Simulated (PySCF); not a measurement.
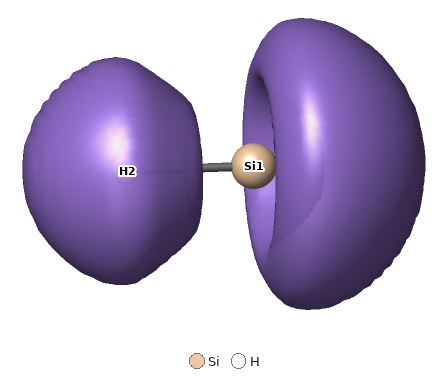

SiH (charge +1). Isosurface of the ELF at 0.75 (purple), seen from one side. Only the valence region is drawn (cores and ρ < 0.01 e/Å³ removed).

Method: PBE0/def2-TZVP, non-relativistic Hamiltonian with scalar-relativistic core potentials where named, at a bond length of 1.519 Å (PySCF).

> Where are the electrons localised?

The surface consists of one region around a hydrogen nucleus and one lobe on Si, pointing away from the bonds (lone pairs). Along the contacts the grid gives the following. Si–H (1.52 Å): the ELF climbs to about 1 towards the hydrogen, as it does in any bond to H.
